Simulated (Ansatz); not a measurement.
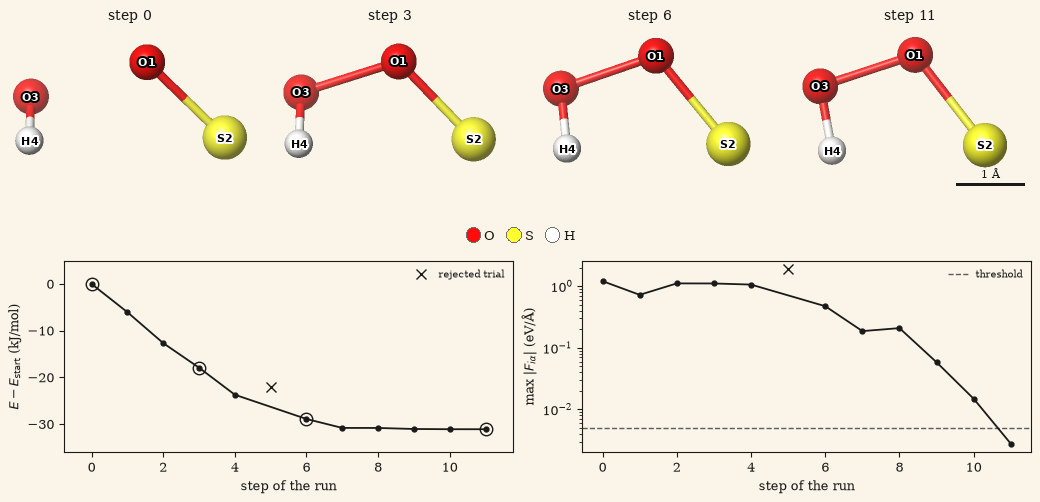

Frames of a relaxation of HSO$_{2}$ (charge −1), marked on the history of the run. Style: ball-and-stick. Shown face on.

It is one of the separated reactants of a reaction.

These are results of RKS PBE0-D4/def2-TZVPD (Ansatz 0.2.0), not measurements. Set-up: force threshold 0.005 eV/Å; at most 200 steps.

> Describe the path.

Over 10 accepted moves (11 points after the start) the energy falls by 31.1 kJ/mol. The largest force component goes from 1.2 to 0.0028 eV/Å. The line search rejected the trial step at point 5 of the run. H4 moves most after the best rigid fit: 0.45 Å. By element the largest moves are H 0.45 Å, O 0.41 Å, S 0.36 Å. Near-neighbour distances that change, for instance: O1–O3 1.892 → 1.478 Å, S2–O3 2.949 → 2.591 Å, O1–S2 1.624 → 1.696 Å. New bonds form, among them: O1–O3 (1.89 → 1.48 Å). From step 0 to 3: O3 moves most (0.18 Å), energy −17.9 kJ/mol. From step 3 to 6: H4 moves most (0.16 Å), energy −11.0 kJ/mol. From step 6 to 11: O3 moves most (0.17 Å), energy −2.19 kJ/mol.

```csv
step,"E − E(0), kJ/mol","largest force component, eV/Å",note
0,0.00,1.2101,
1,-6.04,0.7253,
2,-12.65,1.1123,
3,-17.91,1.1093,
4,-23.70,1.0640,
5,-22.01,1.8719,rejected
6,-28.88,0.4745,
7,-30.80,0.1870,
8,-30.80,0.2091,
9,-31.03,0.0583,
10,-31.07,0.0149,
11,-31.08,0.0028,
```
